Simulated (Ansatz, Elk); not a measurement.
# How far do independent atoms describe Ti3Mo?

The structure of Ti3Mo used here is made up (a known structure type with other elements) and was relaxed beforehand with PBE. The aim is the Fourier transform of its all-electron density, F(hkl), set beside the sum over free spherical atoms that refinements use.

Calculated with Elk 11.2.3 (patched build); DFT, PBE, all-electron APW+lo, Dirac cores, scalar-relativistic bands, static density, no spin.

The structure was built from a prototype and need not be the compound's stable phase.

### 1. The starting structure

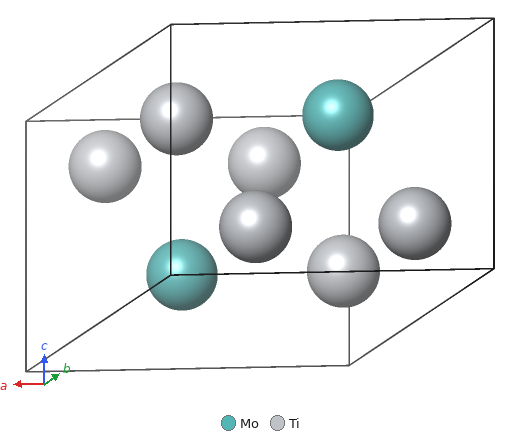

The cell as given, from a free direction (molybdenum teal, titanium light grey).

### 2. Ground state and structure factors

An all-electron density is needed, since X-rays see the cores too. Task 0 finds the density and task 195 Fourier-transforms it; tshift is off so that phases refer to the origin typed.

elk.in

```
tasks
  0
  195

xctype
  20

spinpol
  .false.

rgkmax
  7.0

gmaxvr
  14.0

lmaxo
  7

lmaxapw
  8

swidth
  0.002

tshift
  .false.

ramdisk
  .false.

hmaxvr
  5.5

maxscl
  120

epspot
  1e-06

sppath
  './'

avec
  10.83727667871 0.00000000000 0.00000000000
  -5.41863833935 9.38535691160 0.00000000000
  0.00000000000 0.00000000000 8.90315484846

atoms
  2
  'Mo.in'
  2
  0.3333333333 0.6666666667 0.7500000000   0.000000 0.000000 0.000000
  0.6666666667 0.3333333333 0.2500000000   0.000000 0.000000 0.000000
  'Ti.in'
  6
  0.1690627228 0.3381254457 0.2500000000   0.000000 0.000000 0.000000
  0.1690627228 0.8309372772 0.2500000000   0.000000 0.000000 0.000000
  0.6618745543 0.8309372772 0.2500000000   0.000000 0.000000 0.000000
  0.8309372772 0.6618745543 0.7500000000   0.000000 0.000000 0.000000
  0.8309372772 0.1690627228 0.7500000000   0.000000 0.000000 0.000000
  0.3381254457 0.1690627228 0.7500000000   0.000000 0.000000 0.000000

ngridk
  5 5 5
```

Started as:

```
> OMP_NUM_THREADS=4 elk
```

Numbers of over 12 decimals in the logs are rounded to 6 here.

Output:

```text
┌─────────────────────────┐
│ Elk code version 11.2.3 │
└─────────────────────────┘

All units are atomic (Hartree, Bohr, etc.)

┌─────────────────────────────────────────────────┐
│ Ground-state run starting from atomic densities │
└─────────────────────────────────────────────────┘

Lattice vectors :
   10.83727668       0.000000000       0.000000000
  -5.418638339       9.385356912       0.000000000
   0.000000000       0.000000000       8.903154848

Reciprocal lattice vectors :
  0.5797752972      0.3347334239      -0.000000000
   0.000000000      0.6694668478       0.000000000
   0.000000000      -0.000000000      0.7057257134

Unit cell volume      :    905.5551003
Brillouin zone volume :   0.2739206188

Muffin-tin inner radius fraction :   0.1000000000E-01

Nuclei treated as point charges

Species : 1 (Mo)
 parameters loaded from : Mo.in
 name : molybdenum
 nuclear charge    :   -42.00000000
 electronic charge :    42.00000000
 atomic mass :    174887.9214
 muffin-tin radius :    2.600000000
 number of radial points in muffin-tin :   1193
 inner part over the whole radius :   0.9897744308E-02
 number on inner part of muffin-tin    :    848
 approximate nuclear radius :   0.8334154960E-04
 number of mesh points to nuclear radius :    419
 atomic positions (lattice), magnetic fields (Cartesian) :
  1 :   0.33333333 -0.33333333 -0.25000000    0.00000000  0.00000000  0.00000000
  2 :  -0.33333333  0.33333333  0.25000000    0.00000000  0.00000000  0.00000000

Species : 2 (Ti)
 parameters loaded from : Ti.in
 name : titanium
 nuclear charge    :   -22.00000000
 electronic charge :    22.00000000
 atomic mass :    87256.20317
 muffin-tin radius :    2.400000000
 number of radial points in muffin-tin :    993
 inner part over the whole radius :   0.9985722337E-02
 number on inner part of muffin-tin    :    699
 approximate nuclear radius :   0.6805665174E-04
 number of mesh points to nuclear radius :    325
 atomic positions (lattice), magnetic fields (Cartesian) :
  1 :   0.16906272  0.33812545  0.25000000    0.00000000  0.00000000  0.00000000
  2 :   0.16906272 -0.16906272  0.25000000    0.00000000  0.00000000  0.00000000
  3 :  -0.33812545 -0.16906272  0.25000000    0.00000000  0.00000000  0.00000000
  4 :  -0.16906272 -0.33812545 -0.25000000    0.00000000  0.00000000  0.00000000
  5 :  -0.16906272  0.16906272 -0.25000000    0.00000000  0.00000000  0.00000000
  6 :   0.33812545  0.16906272 -0.25000000    0.00000000  0.00000000  0.00000000

Total number of atoms per unit cell :    8
Total muffin-tin volume :    494.6793680
 ratio of muffin-tin to unit cell volume :   0.5462719694

Spin treatment :
 spin-unpolarised

Number of Bravais lattice symmetries :   24
Number of crystal symmetries         :   24
Crystal has inversion symmetry
Real symmetric eigensolver will be used

k-point grid :      5     5     5
k-point offset :    0.000000000       0.000000000       0.000000000
k-point set is reduced with full crystal symmetry group
Total number of k-points :       15

Muffin-tin radius times maximum |G+k| :    7.000000000
 using average radius
Maximum |G+k| for APW functions       :    2.857142857
Maximum (1/2)|G+k|²                   :    4.081632653
Maximum |G| for potential and density :    14.00000000
Constant for pseudocharge density :    9
 order of it for each species :   16  16
 order of it for pair densities of each species (exact exchange by exxq0 0: 17) :   11   9
Radial integration step length :    1

G-vector grid sizes :     49    49    40
Number of G-vectors :    41991

Maximum angular momentum used for
 APW functions            :    8
 outer part of muffin-tin :    7
 inner part of muffin-tin :    2

Total nuclear charge    :   -216.0000000
Total core charge       :    116.0000000
Total valence charge    :    100.0000000
Total excess charge     :    0.000000000
Total electronic charge :    216.0000000

Effective Wigner radius, rₛ :    1.000285961

Number of empty states         :     32
[...]
electron-nuclear            :     -28216.167462722
 Hartree                     :      3765.5648896462
 Madelung                    :     -15904.584606028
 xc potential                :     -622.44592017686
 exchange                    :     -489.50916665926
 correlation                 :     -10.166467740193
 electron entropic           :    -0.52420751377192E-02
 total energy                :     -13223.362142866

Density of states at Fermi energy :    410.0689198
 (states/Hartree/unit cell)

Estimated indirect band gap :   0.1647506639E-03
 from k-point 13 to k-point 2
Estimated direct band gap   :   0.1491112142E-02
 at k-point 4

Charges :
 core                        :    116.0000000
 valence                     :    100.0000000
 interstitial                :    13.87872551
 muffin-tins (core leakage)
  species : 1 (Mo)
[...]
species : 2 (Ti)
[...]
total in muffin-tins        :    202.1212745
 total calculated charge     :    215.9992539
 total charge                :    216.0000000
 error                       :   0.7461178909E-03

RMS change in Kohn-Sham potential (target) :   0.3276916967     (  0.1000000000E-05)
Absolute change in total energy (target)   :   0.2305823390     (  0.1000000000E-03)

[... loops 3 to 16 left out ...]

┌──────────────────┐
│ Loop number : 17 │
└──────────────────┘

Energies :
 Fermi                       :     0.327917
 sum of occupied eigenvalues :     -7802.5343289211
 electron kinetic            :      13568.553141283
 core electron kinetic       :      12963.698121779
 Coulomb                     :     -26289.622946216
 Coulomb potential           :     -20720.062313080
 nuclear-nuclear             :     -1824.6375937944
 electron-nuclear            :     -28267.226573197
 Hartree                     :      3802.2412207761
 Madelung                    :     -15929.591789675
 xc potential                :     -651.02515712410
 exchange                    :     -490.79871984914
 correlation                 :     -10.160210419201
 electron entropic           :    -0.49350049477129E-02
 total energy                :     -13222.033670206

Density of states at Fermi energy :    373.1455232
 (states/Hartree/unit cell)

Estimated indirect band gap :   0.2502482456E-03
 from k-point 15 to k-point 4
Estimated direct band gap   :   0.1012828199E-02
 at k-point 7

Charges :
 core                        :    116.0000000
 valence                     :    100.0000000
 interstitial                :    12.56184740
 muffin-tins (core leakage)
  species : 1 (Mo)
[...]
species : 2 (Ti)
[...]
total in muffin-tins        :    203.4381526
 total calculated charge     :    215.9993630
 total charge                :    216.0000000
 error                       :   0.6369938883E-03

RMS change in Kohn-Sham potential (target) :   0.1052355256E-06 (  0.1000000000E-05)
Absolute change in total energy (target)   :   0.3474178811E-05 (  0.1000000000E-03)

Convergence targets achieved

┌──────────────────┐
│ Loop number : 18 │
└──────────────────┘

Energies :
 Fermi                       :     0.327917
 sum of occupied eigenvalues :     -7802.5343316957
 electron kinetic            :      13568.553143125
 core electron kinetic       :      12963.698120130
 Coulomb                     :     -26289.622952302
 Coulomb potential           :     -20720.062298460
 nuclear-nuclear             :     -1824.6375937944
 electron-nuclear            :     -28267.226600968
 Hartree                     :      3802.2412424602
 Madelung                    :     -15929.591803072
 xc potential                :     -651.02517636141
 exchange                    :     -490.79871999073
 correlation                 :     -10.160210409437
 electron entropic           :    -0.49350037788656E-02
 total energy                :     -13222.033674581

Density of states at Fermi energy :    373.1454102
 (states/Hartree/unit cell)

Estimated indirect band gap :   0.2502449636E-03
 from k-point 15 to k-point 4
Estimated direct band gap   :   0.1012835275E-02
 at k-point 7

Charges :
 core                        :    116.0000000
 valence                     :    100.0000000
 interstitial                :    12.56184702
 muffin-tins (core leakage)
  species : 1 (Mo)
[...]
species : 2 (Ti)
[...]
atom 4                    :    20.38897632     ( -0.2204254042E-06)
   atom 5                    :    20.38897632     ( -0.2204254042E-06)
   atom 6                    :    20.38897632     ( -0.2204254042E-06)
 total in muffin-tins        :    203.4381530
 total calculated charge     :    215.9993630
 total charge                :    216.0000000
 error                       :   0.6369940886E-03

┌──────────────────────────────┐
│ Self-consistent loop stopped │
└──────────────────────────────┘

Wrote STATE.OUT
```

Elapsed: 72 s, on 4 threads of AMD EPYC 7R13 (Zen 3), shared host; peak memory 0.29 GiB.

SFACRHO.OUT:

```text

h k l indices transformed by vhmat matrix:
   1.000000000       0.000000000       0.000000000    
   0.000000000       1.000000000       0.000000000    
   0.000000000       0.000000000       1.000000000    

      h      k      l  multipl.   |H|            Re(F)            Im(F)           |F|

      0      0      0      1   0.0000000       216.00000      0.13259973E-15   216.00000    
     -1      0      0      6  0.66946685      -21.127379      0.62835508E-14   21.127379    
      0      0     -1      2  0.70572571      0.49983586E-13  -0.0000000      0.49983586E-13
      0      1      1      6  0.97274593      -30.403648     -0.31417754E-14   30.403648    
      0     -1      1      6  0.97274593       30.403648     -0.15708877E-14   30.403648    
     -1      2      0      6   1.1595506       35.291034      0.99218121E-13   35.291034    
      0      2      0      6   1.3389337      -80.593003     -0.69119058E-13   80.593003    
      1     -2      1     12   1.3574264     -0.60484258E-07 -0.12567102E-13  0.60484258E-07
      0      0      2      2   1.4114514      -157.60621      0.12932985E-15   157.60621    
     -2      2      1      6   1.5135363      -132.58619     -0.16965587E-12   132.58619    
      0      2      1      6   1.5135363       132.58619      0.95824149E-13   132.58619    
      0      1      2      6   1.5621719       17.835717      0.94253261E-14   17.835717    
     -1      0     -2      6   1.5621719       17.835717     -0.14137989E-13   17.835717    
      3     -2      0     12   1.7712428      -12.770307      0.15708877E-13   12.770307    
      2     -1     -2     12   1.8266781      -31.221137      0.78446204E-13   31.221137    
      2     -3      1     12   1.9066593      -28.318298     -0.43199412E-13   28.318298    
      3     -1      1     12   1.9066593       28.318298     -0.87969711E-13   28.318298    
      0     -2     -2      6   1.9454919       68.772956     -0.43984855E-13   68.772956
```

Elk indexes on the primitive cell of elk.in and gives |H| = 4π sin θ/λ in inverse bohr. Below, one row stands for each form hkl of the conventional cell (m members, Friedel mates merged), F is for one primitive cell and the density is static (no thermal factor). Free-atom factors are Waasmaier and Kirfel's, and R is Σm||F|−|F'||/Σm|F|.

```csv
hkl,m,sin θ/λ (Å⁻¹),"abs F, DFT",neutral atoms,diff.
100,6,0.101,21.127,21.276,-0.149
001,2,0.106,0.000,0.000,+0.000
101,12,0.146,30.404,30.668,-0.264
110,6,0.174,35.291,35.459,-0.168
200,6,0.201,80.593,81.081,-0.488
111,12,0.204,0.000,0.000,+0.000
002,2,0.212,157.606,159.150,-1.544
201,12,0.228,132.586,134.051,-1.465
102,12,0.235,17.836,17.977,-0.142
210,12,0.266,12.770,12.890,-0.119
112,12,0.275,31.221,31.380,-0.159
211,24,0.287,28.318,28.411,-0.092
202,12,0.293,68.773,68.885,-0.112
300,6,0.302,30.284,30.309,-0.025
```

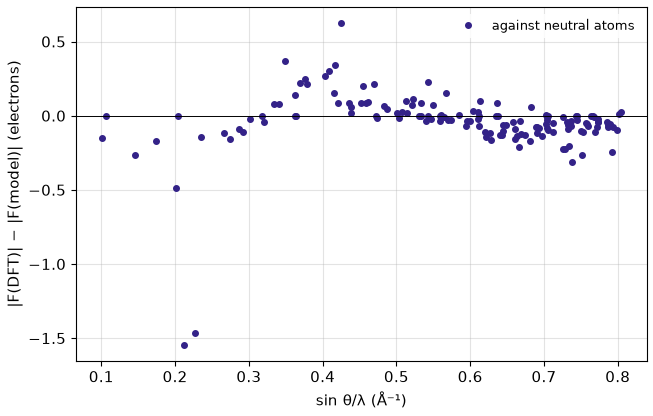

Difference between the calculated structure factors and the independent-atom ones.

### 3. The highest occupied states alone

An energy window below the Fermi level keeps the highest occupied states, to see at which angles they scatter; shallow core shells can lie inside it and anion s states outside. No new self-consistency is needed.

elk.in: that of step 2 with these lines changed.

```diff
@@ -1,3 +1,2 @@
 tasks
-  0
   195
@@ -40,2 +39,5 @@
 
+wsfac
+  -0.113080 0.627920
+
 sppath
```

Started as:

```
> OMP_NUM_THREADS=4 elk
```

Output:

```text
┌─────────────────────────────────┐
│ Elk code version 11.2.3 started │
└─────────────────────────────────┘

Info(readinput): the functional depends on the density's gradient
 muffin-tin radial points multiplied by    2.00000
 (not where nrmtscf is given)

┌────────────────────┐
│ Current task : 195 │
└────────────────────┘

Info(sfacrho): density structure factors written to SFACRHO.OUT

 Energy window :  -0.1130800000      0.6279200000

┌──────────────────┐
│ Elk code stopped │
└──────────────────┘
```

Elapsed: 16 s, on 4 threads; peak memory 0.19 GiB; 20 s of CPU time.

States within 12 eV below the Fermi level hold 36.00 electrons; any levels below the window count with the cores. Their amplitudes can exceed the total, where window and core parts have opposite phase:

```csv
hkl,sin θ/λ (Å⁻¹),"abs F, window","abs F, all"
100,0.101,1.740,21.127
001,0.106,0.000,0.000
101,0.146,1.625,30.404
110,0.174,1.456,35.291
200,0.201,3.664,80.593
111,0.204,0.000,0.000
002,0.212,6.015,157.606
201,0.228,4.283,132.586
102,0.235,0.190,17.836
210,0.266,0.180,12.770
```

### 4. Another functional

The difference from free atoms is small, so it is set against the change that LDA (Perdew-Wang) makes.

elk.in: that of step 3 with these lines changed.

```diff
@@ -1,2 +1,3 @@
 tasks
+  0
   195
@@ -4,3 +5,3 @@
 xctype
-  20
+  3
 
@@ -39,5 +40,2 @@
 
-wsfac
-  -0.113080 0.627920
-
 sppath
```

Started as:

```
> OMP_NUM_THREADS=4 elk
```

Output:

```text
┌─────────────────────────┐
│ Elk code version 11.2.3 │
└─────────────────────────┘

All units are atomic (Hartree, Bohr, etc.)

┌─────────────────────────────────────────────────┐
│ Ground-state run starting from atomic densities │
└─────────────────────────────────────────────────┘

Lattice vectors :
   10.83727668       0.000000000       0.000000000
  -5.418638339       9.385356912       0.000000000
   0.000000000       0.000000000       8.903154848

Reciprocal lattice vectors :
  0.5797752972      0.3347334239      -0.000000000
[...]
valence                     :    100.0000000
 interstitial                :    12.42900374
 muffin-tins (core leakage)
  species : 1 (Mo)
[...]
species : 2 (Ti)
[...]
atom 5                    :    20.41008230     ( -0.3536575203E-05)
   atom 6                    :    20.41008230     ( -0.3536575203E-05)
 total in muffin-tins        :    203.5709963
 total calculated charge     :    215.9993761
 total charge                :    216.0000000
 error                       :   0.6239340714E-03

┌──────────────────────────────┐
│ Self-consistent loop stopped │
└──────────────────────────────┘

Wrote STATE.OUT
[key lines of the parts left out:]
total energy                :     -13202.849882615
```

Wall time 46 s (4 threads); peak memory 0.21 GiB.

Against the first run R = 0.04 %; the largest change is -0.100 at 220.

### 5. Basis size

The basis and the expansions that go with it are enlarged, to see whether the differences are converged.

elk.in: that of step 4 with these lines changed.

```diff
@@ -5,3 +5,3 @@
 xctype
-  3
+  20
 
@@ -11,12 +11,12 @@
 rgkmax
-  7.0
+  8.5
 
 gmaxvr
-  14.0
+  18.0
 
 lmaxo
-  7
+  9
 
 lmaxapw
-  8
+  10
```

Started as:

```
> OMP_NUM_THREADS=4 elk
```

Output:

```text
┌─────────────────────────┐
│ Elk code version 11.2.3 │
└─────────────────────────┘

All units are atomic (Hartree, Bohr, etc.)

┌─────────────────────────────────────────────────┐
│ Ground-state run starting from atomic densities │
└─────────────────────────────────────────────────┘

Lattice vectors :
   10.83727668       0.000000000       0.000000000
  -5.418638339       9.385356912       0.000000000
   0.000000000       0.000000000       8.903154848

Reciprocal lattice vectors :
  0.5797752972      0.3347334239      -0.000000000
[...]
valence                     :    100.0000000
 interstitial                :    12.49794755
 muffin-tins (core leakage)
  species : 1 (Mo)
[...]
species : 2 (Ti)
[...]
atom 5                    :    20.39714092     ( -0.2204262692E-06)
   atom 6                    :    20.39714092     ( -0.2204262692E-06)
 total in muffin-tins        :    203.5020525
 total calculated charge     :    215.9999195
 total charge                :    216.0000000
 error                       :   0.8045411187E-04

┌──────────────────────────────┐
│ Self-consistent loop stopped │
└──────────────────────────────┘

Wrote STATE.OUT
[key lines of the parts left out:]
total energy                :     -13222.061030837
```

Elapsed: 2.6 min, on 4 threads; peak memory 0.55 GiB; 6.6 min of CPU time.

Against the first run R = 0.01 %; the largest change is -0.026 at 004.

### 6. Settings against the effect

```csv
run,R against the first run (%),"R against neutral atoms, low angle (%)",wall time
"PBE, rgkmax 7",0.00,0.70,72 s
LDA (Perdew-Wang),0.04,0.71,46 s
rgkmax 8.5 with larger expansions,0.01,0.69,2.6 min
```

### 7. Results

| Quantity | Value |
| --- | --- |
| R against neutral atoms, sin θ/λ < 0.3 Å⁻¹ | 0.70 % |
| R against neutral atoms, 0.3 to 0.80 Å⁻¹ | 0.33 % |

What this shows: Independent neutral atoms miss the calculated amplitudes by R = 0.70 % below 0.3 Å⁻¹ and 0.33 % from there to 0.80 Å⁻¹; by shells, 0.83 % below 0.15 Å⁻¹ (2 forms), 0.68 % 0.15 to 0.3 (9 forms), 0.44 % 0.3 to 0.45 (18 forms), 0.32 % above 0.45 (104 forms). Bonding, aspherical density and the tables' own atoms all enter these figures, and the runs don't part them. The largest change of an amplitude is -1.54 electrons, at 002. The window's part falls from 36.0 electrons at the origin to at most 0.47 between 0.45 and 0.80 Å⁻¹. Below 0.3 Å⁻¹ the changes that finished (LDA (Perdew-Wang) and rgkmax 8.5 with larger expansions) move F by R = 0.03 % at most, against the 0.70 % that separates it from free atoms. The k-mesh has no finished test. These runs have no spin, though d or f shells may be open. Part of the difference isn't bonding: the tables are fits to free atoms and ions calculated by other methods than this functional. Thermal motion, anomalous dispersion and extinction are left out.

[Logs are printed without paths, hosts, clocks, repeated set-up lines and the standing remarks that a program may print on its own settings, such as how far it seeks lower states.]

[Hosts, paths, dates, database ids (printed as entryN), source tags and the programs' standing remarks are cut or masked in the printed files.]
